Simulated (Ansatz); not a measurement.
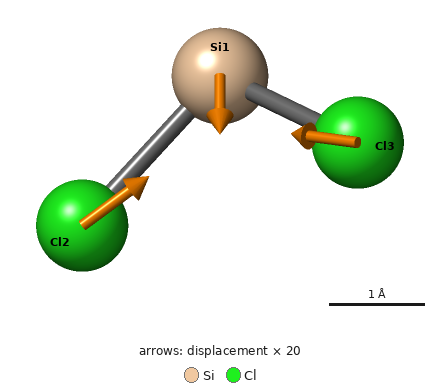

This is a relaxation of SiCl2. The starting structure is drawn; orange arrows show the displacements, 20 times their true length. The two geometries are superimposed by the best rigid fit.

The picture is a ball-and-stick view, seen at a tilt.

It is one of the separated products of a reaction.

Level of theory: Ansatz 0.2.0, RKS PBE0-D4/def2-TZVP.

The input:
```yaml
crystal:
  periodic: [false, false, false]
  atoms:
    - {symbol: Si, position_ang: [0.054772, 1.301687, 0.479101]}
    - {symbol: Cl, position_ang: [-2.021641, 0.824564, 0.719533]}
    - {symbol: Cl, position_ang: [0.896930, 0.190995, 2.108156]}
basis:
  gaussian: {orbitals: def2-TZVP}
hamiltonian: {xc: pbe0, dispersion: d4}
relax: {f_tol: 0.005, max_steps: 200}
```

Question: What did the optimiser do to the structure, and how much energy did it gain?

Answer: The largest moves after the best rigid fit, 0.044 Å, are those of Cl2 and Cl3. By element the largest moves are Cl 0.044 Å, Si 0.037 Å. Among the contacts that change: Si1–Cl2 2.144 → 2.077 Å. Over 4 geometry steps the energy falls by 6.60 kJ/mol. The largest force component goes from 0.94 to 0.00021 eV/Å. The run took roughly 15 core-seconds on a shared host.
